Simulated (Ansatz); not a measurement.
# BF (SMILES [B]F): levels of theory compared

Aim: a comparison of 6 runs (HF/STO-3G, UHF/STO-3G, SVWN5/STO-3G, UPBE/STO-3G, CCSDT(Q)/STO-3G, CCSDTQ/STO-3G) of BF. 

The results are computed with Ansatz 0.2.0.

35 further runs of the same task are left out: 1 that didn't finish, 34 set aside as unsound or not needed.

## Step 1: The structure to begin with

BF: 2 atoms, total charge 0, spin state singlet. SMILES: `[B]F`. The F2–B1 distance was set to 2.526 Å, away from the relaxed value.

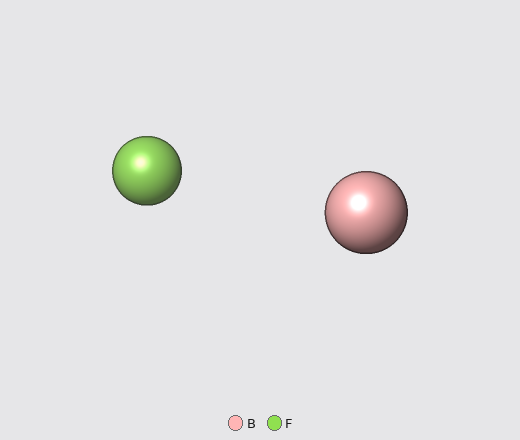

The structure, seen from a chosen angle (boron pink, fluorine green).

## Step 2: The energy at HF/STO-3G (run 1)

Input file in.yaml:

```yaml
crystal:
  periodic: [false, false, false]
  atoms:
    - symbol: B
      position_ang: [0.000000, -0.000000, -1.272460]
    - symbol: F
      position_ang: [-0.000000, 0.000000, 1.253740]
basis:
  gaussian:
    orbitals: STO-3G
hamiltonian:
  xc: hf
accuracy: high
```

Command:

```
ansatz run in.yaml --threads 1 --pin off --max-ram 3480MiB --events-out events.jsonl --progress --plain --runs-dir runs
```

Output:

```text
Warning: RAYON_NUM_THREADS=1 ignored (pool sized by the plan → 1); use --threads N
Functional definition: HF
  name "HF"
  exchange = exact_x
  correlation = 0
146 factors; integrals over basis functions are off by at most 2.3e-8 eV
mean field evaluation 1: about -3314.1524 eV, gradient 1.1e1 eV
mean field evaluation 2: about -3314.1646 eV, gradient 1.1e1 eV
mean field evaluation 4: about -3317.9333 eV, gradient 1.4e1 eV
mean field evaluation 8: about -3318.8065 eV, gradient 9.3e0 eV
mean field evaluation 16: about -3319.3937 eV, gradient 2.8e-8 eV
mean field evaluation 32: about -3319.3898 eV, gradient 4.5e-2 eV
mean field -3319.39369524 eV, -121.9854683343 hartree, gradient 2.8e-8 eV, S^2 0.000000; 1 other end points of the search recorded, 0 dependent functions left out
reference -3319.39369524 eV, -121.9854683343 hartree; 7, 7 occupied and 3, 3 virtual orbitals, 146 factors
Total energy: -3319.39369524 eV, -121.9854683343 hartree
```

Run time: 0.06 s. Hardware: 1 thread of Intel Xeon 6975P-C (Granite Rapids), shared host.

## Step 3: The energy at UHF/STO-3G (run 2)

Input file in.yaml:

```yaml
crystal:
  periodic: [false, false, false]
  atoms:
    - {symbol: B, position_ang: [0.000000, -0.000000, -1.272460]}
    - {symbol: F, position_ang: [-0.000000, 0.000000, 1.253740]}
basis:
  gaussian:
    orbitals: STO-3G
accuracy: high
magnetization:
  spin_polarized: true
  initial_magnetization: 0
hamiltonian:
  xc: hf
```

Command:

```
ansatz run in.yaml --threads 1 --pin off --max-ram 3480MiB --events-out events.jsonl --progress --plain --runs-dir runs
```

Output:

```text
Warning: RAYON_NUM_THREADS=1 ignored (pool sized by the plan → 1); use --threads N
[... 4 set-up lines as earlier in the session ...]
146 factors; integrals over basis functions are off by at most 2.3e-8 eV
mean field evaluation 1: about -3314.1524 eV, gradient 7.6e0 eV
mean field evaluation 2: about -3314.1646 eV, gradient 7.6e0 eV
mean field evaluation 4: about -3317.9333 eV, gradient 9.9e0 eV
mean field evaluation 8: about -3318.8065 eV, gradient 6.6e0 eV
mean field evaluation 16: about -3319.3937 eV, gradient 6.9e-9 eV
mean field evaluation 32: about -3321.5456 eV, gradient 6.6e0 eV
mean field evaluation 64: about -3323.5166 eV, gradient 1.9e-1 eV
mean field evaluation 96: about -3317.1858 eV, gradient 6.2e0 eV
mean field evaluation 128: about -3323.4466 eV, gradient 2.1e0 eV
mean field evaluation 160: about -3322.7596 eV, gradient 6.5e0 eV
mean field evaluation 192: about -3319.3937 eV, gradient 2.9e-8 eV
mean field -3323.58620184 eV, -122.1395401102 hartree, gradient 1.6e-8 eV, S^2 0.954477; 8 other end points of the search recorded, 0 dependent functions left out
reference -3323.58620184 eV, -122.1395401102 hartree; 7, 7 occupied and 3, 3 virtual orbitals, 146 factors
Total energy: -3323.58620184 eV, -122.1395401102 hartree
```

Wall time 0.12 s (1 thread of Intel Xeon 6975P-C (Granite Rapids), shared host).

Runs 3 to 5 aren't shown in full; the table further down has their settings and results.

## Step 4: A single-point energy at CCSDTQ/STO-3G (run 6)

Input file in.yaml:

```yaml
crystal:
  periodic: [false, false, false]
  atoms:
    - {symbol: B, position_ang: [0.000000, -0.000000, -1.272460]}
    - {symbol: F, position_ang: [-0.000000, 0.000000, 1.253740]}
basis:
  gaussian:
    orbitals: STO-3G
magnetization:
  spin_polarized: false
  initial_magnetization: 0
correlation:
  method: ccsdtq
  frozen_orbitals: {B: 1, F: 1}
accuracy: high
scf:
  omitted_lower_state_checks: [cluster_reference, increment]
```

Command:

```
ansatz run in.yaml --threads 1 --pin off --max-ram 3480MiB --events-out events.jsonl --progress --plain --runs-dir runs
```

Output:

```text
Warning: RAYON_NUM_THREADS=1 ignored (pool sized by the plan → 1); use --threads N
[... 13 lines left out ...]
2 core orbitals not correlated: weight in the atoms' cores, before any rotation towards them, 1.000 or more for the frozen orbitals, at most 0.000 for the correlated occupied ones
[... 93 lines left out ...]
WARN: these amplitudes may be one of several solutions (largest doubles amplitude 0.62, level shift 15.51 eV)
Total energy: -3325.04415329 eV, -122.1931188377 hartree
Checks for a lower state left out: cluster_reference, increment
```

It took 2.1 s on 1 thread of Intel Xeon 6975P-C (Granite Rapids), shared host; peak memory 0.15 GiB.

## Step 5: The series

| run | level | frozen core orbitals | energy (Eh) | wall time |
| --- | --- | --- | --- | --- |
| 1 | HF/STO-3G | – | -121.985468 | 0.06 s |
| 2 | UHF/STO-3G | – | -122.139540 | 0.12 s |
| 3 | SVWN5/STO-3G | – | -121.629438 | 0.28 s |
| 4 | UPBE/STO-3G | – | -122.454509 | 1.4 s |
| 5 | CCSDT(Q)/STO-3G | 2 | -122.194472 | 0.28 s |
| 6 | CCSDTQ/STO-3G | 2 | -122.193119 | 2.1 s |

## Step 6: Summary of results

| quantity | value |
| --- | --- |
| run 6: total energy | -122.19312 Eh |
| run 6: correlation energy (2 core orbitals frozen) | -207.7 mEh |
| run 6: T1 diagnostic | 0.096 |

**Reading.** Below the UHF energy at the same shape and in the same basis (STO-3G): CCSDT(Q) -54.9 mEh; CCSDTQ -53.6 mEh. Some of these start from another determinant than that one, so these aren't their correlation energies. Totals of different functionals can't be ranked against each other. In runs 5, 6 the log says that unrestricted orbitals would lower the reference, so the values rest on an unstable closed-shell determinant (other closed-shell runs at this shape may share the fault). In runs 1, 2, 3, 4, 5, 6 the basis is minimal, so the values are rough. Spin contamination of the reference: run 2 ⟨S²⟩ = 0.95, run 4 ⟨S²⟩ = 0.33. Where it is this large, the reference is a mixture of spin states, and values that rest on it are in doubt. All runs together took 4.3 s, the longest 2.1 s.
